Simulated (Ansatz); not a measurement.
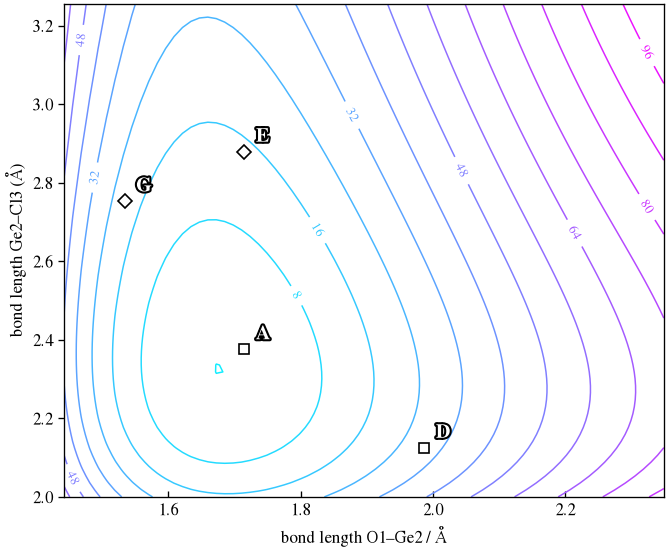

ClGeH₂O, SMILES [O-][GeH2][Cl], charge −1. 
- The first coordinate is: bond length O1–Ge2; the second: bond length Ge2–Cl3.
- Nothing is relaxed (all other coordinates rigid).
- Grid: 11 × 11 points.
- Points are written as (first, second).
- All energies are given in kcal/mol relative to the relaxed molecule at the same level.
- Method: RKS wB97M-V/def2-SVPD (Ansatz 0.2.0).

Drawn: contour lines labelled in kcal/mol, lettered points. Between grid points the surface is interpolated.

> Is A the lowest point of the computed grid?

Yes. A, at (1.715 Å, 2.376 Å), has the lowest energy of the grid.

> What kind of point is each of A, D, G: minimum, saddle, maximum or slope?

A: minimum; D: on a slope; G: on a slope. (In these two coordinates alone; a stationary point may lie a little off the grid point.)
